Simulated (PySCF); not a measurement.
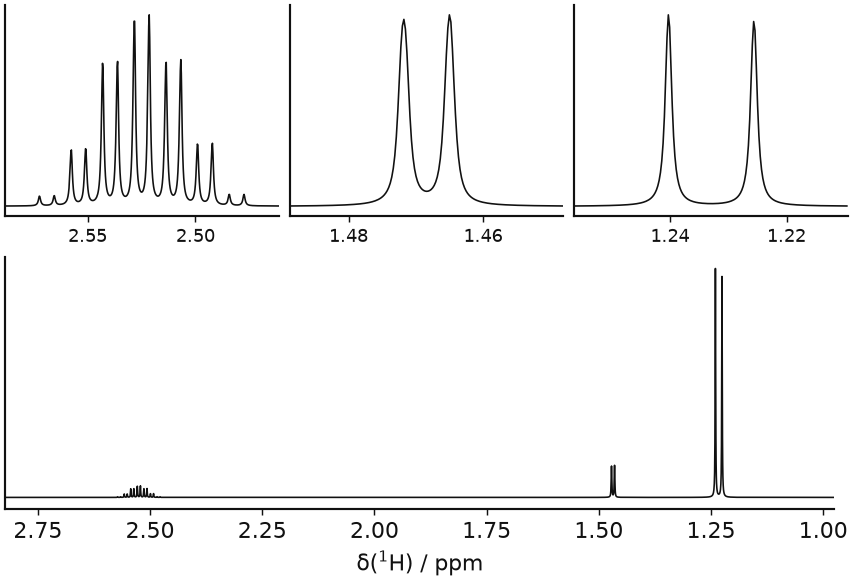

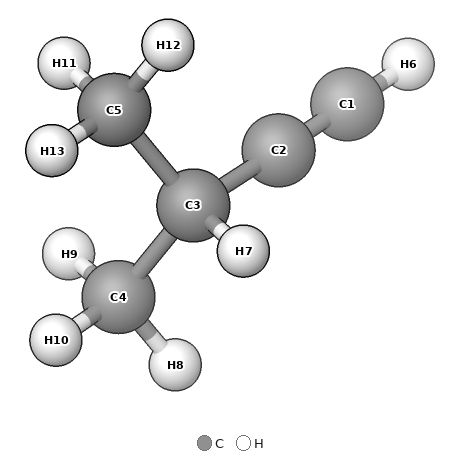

C₅H₈ (3-methylbut-1-yne), SMILES C#CC(C)C. Simulated ¹H spectrum at 500 MHz, line width 0.6 Hz, from GIAO shifts (PBE0/pcSseg-1, against TMS) and couplings (B3LYP/pcJ-1), PySCF 2.14.0, at a GFN2-xTB geometry (no frequency check). Gas phase, values of one conformer, averaged over methyl-type rotors and exact or near symmetry; couplings among ¹H are treated exactly, other nuclei are left out. The spin-dipole term of J is left out for all pairs. The upper panels enlarge each group of lines, each scaled alone.

Assign the signals.

```csv
δ (ppm),nuclei,atoms
2.52,1,H7
1.47,1,H6
1.23,6,"H8, H9, H10, H11, H12, H13"
```

Give the coupling constants used.

```csv
pair,J (Hz)
H7 – H8/H9/H10/H11/H12/H13,7.3
H7–H6,−3.4
```

Not listed: couplings under 0.5 Hz, those between magnetically equivalent nuclei.

Caveats, for all or some of the runs: the tight-binding geometry is rougher than a DFT one and adds to the error.
